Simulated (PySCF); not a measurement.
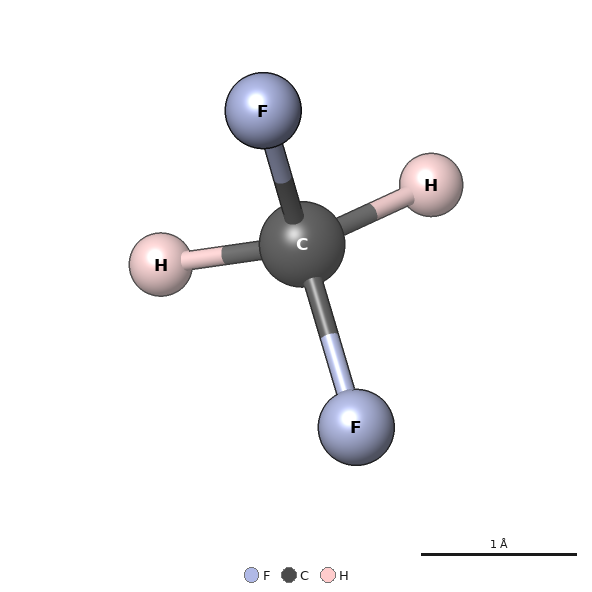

Distant atoms are faded towards the background colour. The geometry was computed by an optimisation with PBE0-D3(BJ)/def2-SVP. No frequency run is at hand to confirm it as a minimum. Masses are those of the most abundant isotopes; constants are for the rigid equilibrium geometry.

### Classify the rotor and give the rotational constants (MHz).

An asymmetric top (C2v): A = 50332, B = 10668, C = 9351 MHz. Ray's parameter κ is −0.94, close to the prolate limit.
